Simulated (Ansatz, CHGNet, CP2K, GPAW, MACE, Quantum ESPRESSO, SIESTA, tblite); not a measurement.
# Running glassy 86SiO2-5SrO-5ZnO-5MgO (mol %) (63 atoms) with CP2K, part 2 of 2

How do the settings of CP2K change the result for glassy 86SiO2-5SrO-5ZnO-5MgO (mol %) (63 atoms)? A plane-wave run serves as the yardstick.

Program: CP2K 2026.2; the method stands at each step. Banners, paths, timers and routine set-up lines are dropped from the logs unmarked, and long logs keep their key lines alone; longer cuts are marked.

So far. Step 2 (PBE, DZVP-MOLOPT-SR, 1200/50 Ry, diagonalisation): Forces lie 4.5 % from the reference's, at 7.7 times its CPU time (on 2 against 4 cores). Step 3 (PBE, DZVP-MOLOPT-SR, 1200/50 Ry, TRS4 filter 1e-03, SCF …): Against the first run (4.5 %), the force difference from the reference is 12 %, at 0.67 times the CPU time (9 SCF steps against 14).

## 4. PBE, DZVP-MOLOPT-SR, 420/50 Ry, diagonalisation

Method: Kohn-Sham DFT, PBE, GTH-PBE pseudopotentials, Gaussian and plane waves, DZVP-MOLOPT-SR-GTH, diagonalisation.

Input file input.inp:

```
&GLOBAL
  PROJECT cell
  RUN_TYPE ENERGY_FORCE
  PRINT_LEVEL LOW
&END GLOBAL
&FORCE_EVAL
  METHOD QS
  STRESS_TENSOR ANALYTICAL
  &DFT
    BASIS_SET_FILE_NAME BASIS_MOLOPT
    POTENTIAL_FILE_NAME GTH_POTENTIALS
    &MGRID
      CUTOFF 420
      REL_CUTOFF 50
    &END MGRID
    &QS
      EPS_DEFAULT 1.0E-12
    &END QS
    &SCF
      SCF_GUESS ATOMIC
      EPS_SCF 5.0E-06
      MAX_SCF 200
      ADDED_MOS 14
      &DIAGONALIZATION
        ALGORITHM STANDARD
      &END DIAGONALIZATION
      &SMEAR ON
        METHOD FERMI_DIRAC
        ELECTRONIC_TEMPERATURE [K] 580
      &END SMEAR
      &MIXING
        METHOD BROYDEN_MIXING
        ALPHA 0.3
        NBROYDEN 12
      &END MIXING
      &PRINT
        &RESTART OFF
        &END RESTART
      &END PRINT
    &END SCF
    &XC
      &XC_FUNCTIONAL PBE
      &END XC_FUNCTIONAL
    &END XC
    &PRINT
      &MULLIKEN ON
      &END MULLIKEN
      &HIRSHFELD ON
        SHAPE_FUNCTION DENSITY
      &END HIRSHFELD
      &MO ON
        EIGENVALUES T
        OCCUPATION_NUMBERS T
        MO_INDEX_RANGE 166 189
        &EACH
          QS_SCF 0
        &END EACH
        ADD_LAST NUMERIC
      &END MO
    &END PRINT
  &END DFT
  &SUBSYS
    &CELL
      A 9.65803 0.00000 0.00000
      B 0.00000 9.65803 0.00000
      C 0.00000 0.00000 9.65803
    &END CELL
    &TOPOLOGY
      COORD_FILE_NAME structure.xyz
      COORD_FILE_FORMAT XYZ
    &END TOPOLOGY
    &KIND Si
      BASIS_SET DZVP-MOLOPT-SR-GTH-q4
      POTENTIAL GTH-PBE-q4
    &END KIND
    &KIND Sr
      BASIS_SET DZVP-MOLOPT-SR-GTH-q10
      POTENTIAL GTH-PBE-q10
    &END KIND
    &KIND Zn
      BASIS_SET DZVP-MOLOPT-SR-GTH-q12
      POTENTIAL GTH-PBE-q12
    &END KIND
    &KIND Mg
      BASIS_SET DZVP-MOLOPT-SR-GTH-q10
      POTENTIAL GTH-PBE-q10
    &END KIND
    &KIND O
      BASIS_SET DZVP-MOLOPT-SR-GTH-q6
      POTENTIAL GTH-PBE-q6
    &END KIND
  &END SUBSYS
  &PRINT
    &FORCES ON
    &END FORCES
    &STRESS_TENSOR ON
    &END STRESS_TENSOR
  &END PRINT
&END FORCE_EVAL
```

Input file structure.xyz:

```xyz
63

[... 63 atom lines left out: the same atoms as in the first run ...]
```

The run is started by

```
OMP_NUM_THREADS=2 cp2k.psmp -i input.inp > output.txt
```

Numbers of over 12 decimals in the logs are rounded to 6 here.

Log:

```text
CP2K| version string:                                       CP2K version 2026.2
 CP2K| Input file name                                                 input.inp
 GLOBAL| Basis set file name                                        BASIS_MOLOPT
 GLOBAL| Potential file name                                      GTH_POTENTIALS
 GLOBAL| Run type                                                   ENERGY_FORCE
 GLOBAL| Total number of message passing processes                             1
 GLOBAL| Number of threads for this process                                    2
 TOTAL NUMBERS AND MAXIMUM NUMBERS
  Total number of            - Atomic kinds:                                   5
                             - Atoms:                                         63
[... lines left out ...]
                        Smear method:                                FERMI_DIRAC
[... lines left out ...]
 Number of electrons:                                                        354
[... lines left out ...]
  Step     Update method      Time    Convergence         Total energy    Change
[... lines left out ...]
  *** SCF run converged in    14 steps ***
[... lines left out ...]
  Fermi energy:                                                 0.146877
  Total energy:                                              -889.302309
  Total energy (extrapolated to T->0):                       -889.302309
[... lines left out ...]
 MO| E(Fermi):            0.146877 a.u.          3.996732 eV
[... lines left out ...]
 !-----------------------------------------------------------------------------!
 !-----------------------------------------------------------------------------!
                           Hirshfeld Charges
  #Atom  Element  Kind  Ref Charge     Population                    Net charge
      1       Si     1       4.000          3.406                         0.594
      2       Si     1       4.000          3.384                         0.616
      3       Si     1       4.000          3.447                         0.553
[...]
62       O      5       6.000          6.280                        -0.280
     63       O      5       6.000          6.260                        -0.260
  Total Charge                                                            0.000
 !-----------------------------------------------------------------------------!
 ENERGY| Total FORCE_EVAL ( QS ) energy [hartree]           -889.302354
 FORCES| Atomic forces [hartree/bohr]
 FORCES|   Atom     x               y               z               |f|
 FORCES|      1  1.32504455E-02 -6.71760988E-03 -5.95577741E-02   6.13826444E-02
 FORCES|      2 -6.09629875E-02 -1.15002621E-01 -1.63953565E-02   1.31190306E-01
 FORCES|      3 -8.72861309E-02  4.36004359E-02  9.21217177E-02   1.34187472E-01
[...]
FORCES|     62 -3.29899700E-02 -1.82492777E-02  1.34322961E-02   4.00225041E-02
 FORCES|     63 -3.15010011E-02  2.69588184E-03  9.16313017E-03   3.29172265E-02
 FORCES| Sum     8.28746947E-02 -8.53420178E-02 -1.00510220E-02
 FORCES| Total atomic force                                       1.19383827E-01
 STRESS| Analytical stress tensor [bar]
 STRESS|                        x                   y                   z
 STRESS|      x        5.44735936415E+04   1.00889772064E+04   6.60588063076E+03
 STRESS|      y        1.00889772064E+04   6.15372264270E+04  -2.99191842293E+03
 STRESS|      z        6.60588063076E+03  -2.99191842293E+03   5.10226069180E+04
 STRESS| 1/3 Trace                                             5.56778089955E+04
```

Run time: 64 s. Hardware: 2 threads of Arm Neoverse V1, shared host; peak memory 1.6 GiB.

Against the reference:

```
r.m.s. force component                           : 2.638 eV/Å
r.m.s. difference of force components            : 451.8 meV/Å
longest difference of force vectors              : 5912 meV/Å
force difference over r.m.s. force               : 17.18 %
slope of forces against the reference's          : 0.9884
correlation of force components                  : 0.9853
gap (highest filled to lowest empty level) : 2.429 eV
gap difference                                   : -0.0485 eV
pressure                                         : 5.568 GPa
pressure difference                              : 0.0682 GPa
energy less the same-level run's                 : -1.877 meV/atom
r.m.s. force difference from the same-level run  : 426.2 meV/Å
```

This is a coarse setting, run to see what it loses.

Against the first run (4.5 %), the force difference from the reference is 17 %, at 0.51 times the CPU time: the grid matters here.

The difference per atom is largest on Mg (5.9 eV/Å on average, against 0.24 on Si). The forces add up to 6.1 eV/Å instead of zero, usually a sign of too coarse a grid.

## 5. Side by side

Differences are against the plane-wave reference, forces as r.m.s. over components; share is that over the reference's r.m.s. force, slope the least-squares factor from reference forces to these. Total energies of different programs have different zeros and aren't compared.

```csv
run,"Δ force, r.m.s. (meV/Å)",share (%),slope,Δ pressure (GPa),Δ gap (eV),cores,CPU time,memory (GiB)
reference,-,-,-,-,-,4,31 s,1.0
"CP2K PBE, DZVP-MOLOPT-SR, 1200/50 Ry, diagonalisation",118,4.47,0.991,0.0656,-0.0358,2,4 min,8.0
"CP2K PBE, DZVP-MOLOPT-SR, 1200/50 Ry, TRS4 filter 1e-03, SCF 1e-04 (coarse)",320,12.2,0.977,0.751,-,2,2.7 min,3.6
"CP2K PBE, DZVP-MOLOPT-SR, 420/50 Ry, diagonalisation (coarse)",452,17.2,0.988,0.0682,-0.0485,2,2 min,1.6
```

Rows marked coarse were listed beforehand as settings not expected to be converged; some can still land near the reference.

CPU time is summed over cores on a shared host, where runs went side by side, so it is rough. Symmetry, cutoffs, thresholds, outputs and thread counts weren't matched or tuned between programs; memory under MPI is the largest rank's times the ranks.

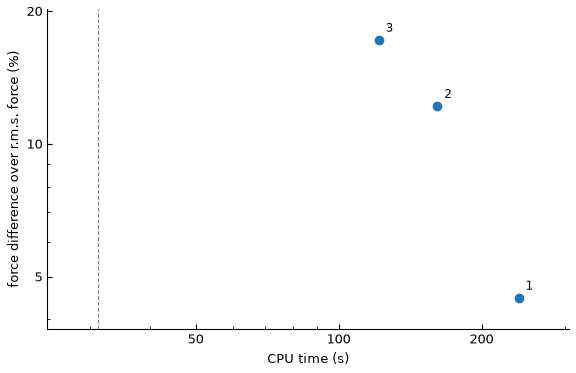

Force difference against CPU time; the dashed line marks the reference's time. Points: 1 CP2K PBE, DZVP-MOLOPT-SR, 1200/50 Ry, diagonalisation; 2 CP2K PBE, DZVP-MOLOPT-SR, 1200/50 Ry, TRS4 filter 1e-03, SCF 1e-04; 3 CP2K PBE, DZVP-MOLOPT-SR, 420/50 Ry, diagonalisation.

Mean charges by element (e), by run and scheme:

```
                                                  run     scheme     Si     Sr     Zn     Mg      O
                                            reference     Löwdin  +1.77  +1.83  +1.51  +1.64  -0.83
CP2K PBE, DZVP-MOLOPT-SR, 1200/50 Ry, diagonalisation   Mulliken  +0.84  +1.38  +0.87  +1.35  -0.48
CP2K PBE, DZVP-MOLOPT-SR, 1200/50 Ry, diagonalisation  Hirshfeld  +0.53  +0.69  +0.59  +0.70  -0.30
```

The reference's Löwdin charges lack the electrons that the projection spills, 0.074 e an atom on average.

Within one program, basis, potentials and functional, energies share a zero. Each run against its twin at the usual cutoff or grid and solver:

```csv
run,twin,Δ energy (meV/atom),"Δ force, r.m.s. (meV/Å)",CPU time over the twin's
"CP2K PBE, DZVP-MOLOPT-SR, 1200/50 Ry, TRS4 filter 1e-03, SCF 1e-04","DZVP-MOLOPT-SR, 1200/50 Ry, diagonalisation",61.0,329,0.67
"CP2K PBE, DZVP-MOLOPT-SR, 420/50 Ry, diagonalisation","DZVP-MOLOPT-SR, 1200/50 Ry, diagonalisation",-1.88,426,0.51
```

A second geometry, displaced anew (every atom was moved at random, 0.08 Å r.m.s. a Cartesian component), gives an energy difference that all programs can be tested on. The reference puts it at 214.4 meV/atom.

| run | energy less the first geometry's (meV/atom) | error (meV/atom) | force share at the second geometry (%) |
| --- | --- | --- | --- |
| CP2K PBE, DZVP-MOLOPT-SR, 1200/50 Ry, diagonalisation | 212.0 | -2.38 | 3.54 |
| CP2K PBE, DZVP-MOLOPT-SR, 1200/50 Ry, TRS4 filter 1e-03, SCF 1e-04 | 237.9 | 23.5 | 11.0 |
| CP2K PBE, DZVP-MOLOPT-SR, 420/50 Ry, diagonalisation | 210.8 | -3.60 | 11.2 |

Further runs of this program without a result: CP2K GFN1-xTB, diagonalisation (not converged).

## 6. Outcome

```
nearest in forces : CP2K PBE, DZVP-MOLOPT-SR, 1200/50 Ry, diagonalisation, 4.5 %
its CPU time      : 4 min
```

What this shows: The PBE run in local orbitals, coarse settings apart, differs by 4.5 % (CP2K PBE, DZVP-MOLOPT-SR, 1200/50 Ry, diagonalisation); basis, grid and potentials can all enter. Runs with settings chosen to be coarse differ by 12 % (CP2K PBE, DZVP-MOLOPT-SR, 1200/50 Ry, TRS4 filter 1e-03, SCF 1e-04) to 17 % (CP2K PBE, DZVP-MOLOPT-SR, 420/50 Ry, diagonalisation), their programs' other errors included. None of the electronic-structure runs in the table takes under half the reference's CPU time of 31 s; they take 3.9 to 7.7 times as much. At the same functional, gaps differ from the reference's 2.48 eV by between -0.05 and -0.04 eV. Charges hang on scheme and program or settings: among these rows the mean for Si runs from +0.53 to +1.77 e. The energy difference between the two geometries, 214 meV/atom in the reference, is met best by CP2K PBE, DZVP-MOLOPT-SR, 1200/50 Ry, diagonalisation (-2.38) and worst by CP2K PBE, DZVP-MOLOPT-SR, 1200/50 Ry, TRS4 filter 1e-03, SCF 1e-04 (coarse) (+23.5). Forces of 2.6 eV/Å r.m.s. are well above thermal ones: they come largely from the bond lengths of the classical model and from the random displacements, and they dominate the comparison. The quench rate of 50 K/ps is many orders above laboratory rates, so the cell is likely richer in defects and strain than a real sample. The network of bonds at the start is that of the classical potential that made the cell, and needn't be the one that DFT or experiment would give. The electronic-structure runs sample only Γ, in a cell whose shortest periodic width is 10 Å.

[Also dropped from logs without a mark: logging warnings of Python, and SIESTA's first energy breakdown and zero terms.]

[Logs are printed without paths, hosts, clocks, repeated set-up lines and the standing remarks that a program may print on its own settings, such as how far it seeks lower states.]

[Hosts, paths, dates, database ids (printed as entryN), source tags and the programs' standing remarks are cut or masked in the printed files.]
